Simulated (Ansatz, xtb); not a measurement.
**Redistribution: C2H5Br + C2H3Cl2F → C3H8 + CBrCl2F**

Species: C2H5Br (bromoethane) `CCBr`, singlet; C2H3Cl2F (1,1-dichloro-1-fluoroethane) `CC(F)(Cl)Cl`, singlet; C3H8 (propane) `CCC`, singlet; CBrCl2F (bromodichlorofluoromethane) `FC(Cl)(Cl)Br`, singlet. The partners trade Br for CH3; both sit on C, so the bond types are kept.

Shapes, held fixed at every level: PBE0-D4/def2-TZVP. Programs: Ansatz 0.2.0, xtb 6.7.1. The zero-point and thermal change to 298 K, harmonic and unscaled (PBE0-D4/def2-TZVP), is -1.7 kJ/mol.

```
              level                   kind  ΔH(298 K) (kJ/mol)  less CCSD(T)/def2-TZVPP
           GFN2-xTB         semi-empirical               +58.9                     -3.9
      HF/def2-TZVPP           Hartree–Fock               +79.0                    +16.2
   SPW92/def2-TZVPP                    LDA               +51.7                    -11.1
B3LYP-D4/def2-TZVPP          global hybrid               +57.8                     -5.0
 PBE0-D4/def2-TZVPP          global hybrid               +58.2                     -4.6
     MP2/def2-TZVPP    perturbation theory               +60.3                     -2.5
   CCSD(T)/def2-SVP  coupled cluster or CI               +60.4                     -2.4
      CCSD/def2-SVP  coupled cluster or CI               +62.8                      0.0
 CCSD(T)/def2-TZVPP  coupled cluster or CI               +62.8                      0.0
```

The highest level, CCSD(T)/def2-TZVPP, gives ΔH(298 K) = +62.8 kJ/mol; the levels span +51.7 to +79.0. The column of differences is taken from that level and isn't an error. No measured value is set beside it here. Relativity is left out for Br unless named. Correlated rows may include outer-core shells of Br, which these sets cover unevenly.

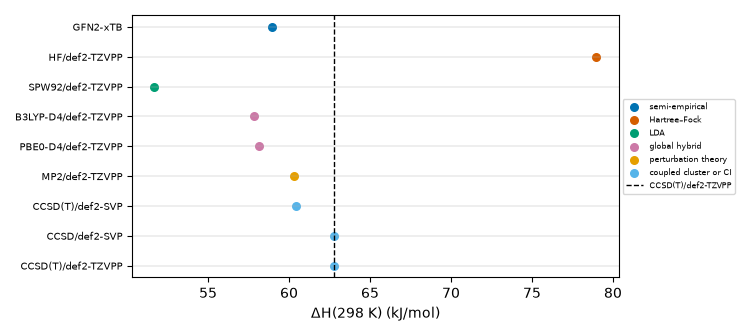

The values of the table, level by level.
